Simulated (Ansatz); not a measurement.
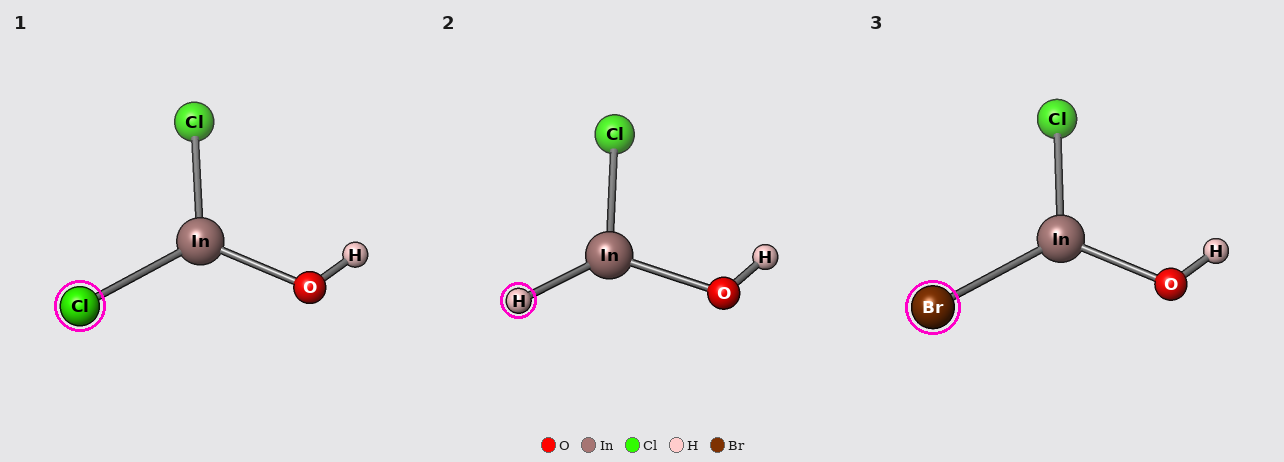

3 molecules with one skeleton, seen from the same side and at one scale; the atom that differs is circled. Charge 0, singlet. Computed geometries: PBE0-D4/def2-TZVP optimisations, one conformation each. Properties computed with Ansatz 0.2.0. Elements past Kr carry core potentials.

One atom differs, called X below: Cl in panel 1, H in panel 2, Br in panel 3. Their formulas are Cl2HInO (`[OH][In]([Cl])[Cl]`), ClH2InO (`[OH][InH][Cl]`), BrClHInO (`[OH][In]([Cl])[Br]`).

### Rank them by the HOMO energy (Kohn–Sham orbital), lowest first (revPBE-D4/def2-TZVPP).

1 (Cl), 3 (Br), 2 (H).

### Rank them by the HOMO–LUMO gap, lowest first (revPBE-D4/def2-TZVPP).

3 (Br), 1 (Cl), 2 (H).

Give the values. With PBE0-D4/def2-TZVP: length of X–In (Å), angle O–In–X (°). With revPBE-D4/def2-TZVPP: HOMO energy (Kohn–Sham orbital) (eV), HOMO–LUMO gap (eV). With r2SCAN-D4/def2-TZVPP: dipole moment (D).

| quantity | 1 (Cl) | 2 (H) | 3 (Br) |
| --- | --- | --- | --- |
| length of X–In (Å) | 2.290 | 1.688 | 2.427 |
| angle O–In–X (°) | 119.8 | 126.8 | 120.5 |
| HOMO energy (Kohn–Sham orbital) (eV) | −7.56 | −7.10 | −7.43 |
| HOMO–LUMO gap (eV) | 4.24 | 4.91 | 4.11 |
| dipole moment (D) | 1.42 | 1.42 | 1.00 |
